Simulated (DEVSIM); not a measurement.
System: Cr/SiO2/p-Ge capacitor, at 400 K.

| layer (left to right) | material | thickness (nm) | Na (cm⁻³) |
|---|---|---|---|
| 1 | SiO2 | 7.70 | - |
| 2 | Ge | 9800 | 1.8e14 |

Metal gate on the left, work function 4.5 eV. Fixed charge at the semiconductor interface 1.1e10 cm⁻² (in units of +e); no interface traps.

Constants are typed, rounded textbook-type inputs, not results; the design itself was drawn at random and stands for no fabricated device. Values at 300 K; Nc and Nv go as T^1.5, mobilities as T to minus their exponent, the gap by Varshni's rule with the affinity fixed.

| parameter | SiO2 | Ge |
|---|---|---|
| gap (eV) | 9 | 0.664 |
| affinity (eV) | 0.9 | 4 |
| permittivity | 3.9 | 16 |
| Nc (cm⁻³) | - | 1.04e19 |
| Nv (cm⁻³) | - | 6e18 |
| Varshni α (eV/K) | - | 0.000477 |
| Varshni β (K) | - | 235 |

DEVSIM, 1D Poisson equation in equilibrium, Boltzmann statistics, complete ionisation; no quantum confinement or tunnelling. Metal contacts follow the ideal Schottky-Mott rule: no Fermi-level pinning, no interface dipoles.

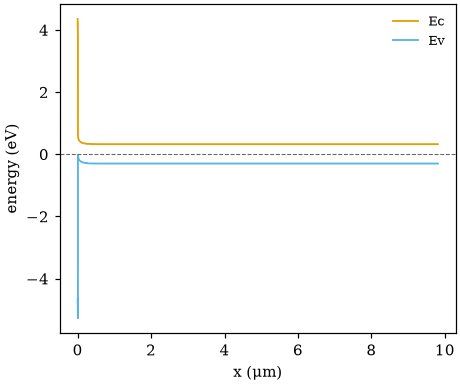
Figure: Band edges at -0.75 V on the gate

Energies count from the Fermi level of the right contact; mesh points crowd at the junctions.

| x (μm) | Ec (eV) | Ev (eV) | n (cm⁻³) | p (cm⁻³) | field (V/cm) |
|---|---|---|---|---|---|
| 0.000 | 4.350 | -4.650 | < 1e2 | < 1e2 | -840000 |
| 0.001416 | 4.231 | -4.769 | < 1e2 | < 1e2 | -840000 |
| 0.003978 | 4.016 | -4.984 | < 1e2 | < 1e2 | -840000 |
| 0.006447 | 3.809 | -5.191 | < 1e2 | < 1e2 | -840000 |
| 0.008168 | 0.596 | -0.028 | 5.0e11 | 4.1e18 | -180000 |
| 0.01047 | 0.564 | -0.060 | 1.3e12 | 1.6e18 | -110000 |
| 0.01603 | 0.519 | -0.105 | 4.6e12 | 4.4e17 | -59000 |
| 0.03761 | 0.448 | -0.176 | 3.6e13 | 5.6e16 | -20000 |
| 0.08154 | 0.393 | -0.231 | 1.8e14 | 1.1e16 | -8100 |
| 0.1816 | 0.348 | -0.276 | 6.6e14 | 3.1e15 | -2400 |
| 0.4290 | 0.326 | -0.298 | 1.3e15 | 1.6e15 | -210 |
| 1.390 | 0.324 | -0.300 | 1.3e15 | 1.5e15 | ≈ 0 |
| 3.346 | 0.324 | -0.300 | 1.3e15 | 1.5e15 | ≈ 0 |
| 6.759 | 0.324 | -0.300 | 1.3e15 | 1.5e15 | ≈ 0 |
| 8.846 | 0.324 | -0.300 | 1.3e15 | 1.5e15 | ≈ 0 |
| 9.410 | 0.324 | -0.300 | 1.3e15 | 1.5e15 | ≈ 0 |
| 9.643 | 0.324 | -0.300 | 1.3e15 | 1.5e15 | ≈ 0 |
| 9.740 | 0.324 | -0.300 | 1.3e15 | 1.5e15 | ≈ 0 |
| 9.788 | 0.324 | -0.300 | 1.3e15 | 1.5e15 | ≈ 0 |
| 9.800 | 0.324 | -0.300 | 1.3e15 | 1.5e15 | ≈ 0 |
| 9.805 | 0.324 | -0.300 | 1.3e15 | 1.5e15 | ≈ 0 |
| 9.808 | 0.324 | -0.300 | 1.3e15 | 1.5e15 | ≈ 0 |
